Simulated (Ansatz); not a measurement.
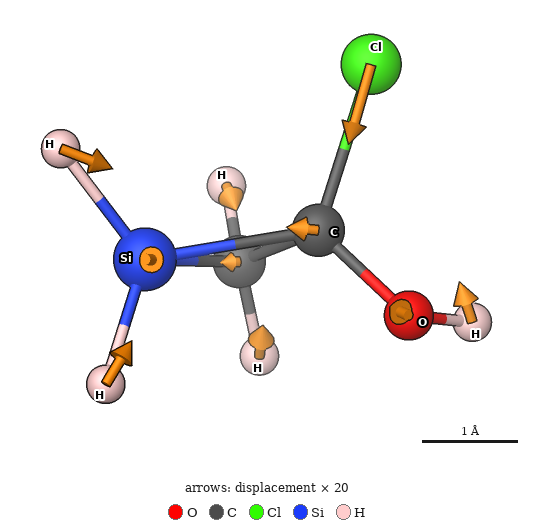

This is a relaxation of C₂H₅ClOSi. The starting structure is drawn; orange arrows show the displacements, 20 times their true length. The two geometries are superimposed by the best rigid fit.

The picture is a ball-and-stick view, seen at a tilt.

The start comes from PBE-D4/def2-SVP.

All numbers below come from RKS PBE0-D4/def2-TZVP in Ansatz.

Input
```yaml
crystal:
  periodic: [false, false, false]
  atoms:
    - {symbol: O, position_ang: [-0.511025, 0.673567, 1.619868]}
    - {symbol: C, position_ang: [0.297706, 0.273207, 0.585939]}
    - {symbol: Cl, position_ang: [2.088196, 0.301474, 0.982353]}
    - {symbol: C, position_ang: [-0.100990, -0.968874, -0.226014]}
    - {symbol: Si, position_ang: [-0.172826, 0.656574, -1.200521]}
    - {symbol: H, position_ang: [-0.517830, -0.049053, 2.284424]}
    - {symbol: H, position_ang: [-1.068319, -1.414614, 0.070398]}
    - {symbol: H, position_ang: [0.685099, -1.711789, -0.440393]}
    - {symbol: H, position_ang: [-1.522421, 1.230838, -1.486582]}
    - {symbol: H, position_ang: [0.905710, 0.957470, -2.186471]}
basis:
  gaussian: {orbitals: def2-TZVP}
hamiltonian: {xc: pbe0, dispersion: d4}
relax: {f_tol: 0.005, max_steps: 150}
```

Run as
```bash
ansatz run in.yaml --threads 4 --pin off --events-out ev --progress --plain --max-ram 10444MiB
```

**Atoms of which element are displaced furthest, and by how much?**

Chlorine: up to 0.045 Å, against 0.030 Å for hydrogen.

**Describe the change and its energy.**

The largest move after the best rigid fit is that of Cl3, 0.045 Å. By element the largest moves are Cl 0.045 Å, H 0.030 Å, Si 0.022 Å, O 0.021 Å, C 0.018 Å. Near-neighbour distances that change, for instance: C2–Cl3 1.834 → 1.793 Å, C4–Si5 1.897 → 1.865 Å, C2–Si5 1.887 → 1.858 Å, C4–H8 1.103 → 1.084 Å. Over 5 accepted moves (6 points after the start) the energy falls by 0.055 eV. The largest force component goes from 0.78 to 0.0035 eV/Å. The line search rejected the trial step at point 5 of the run.
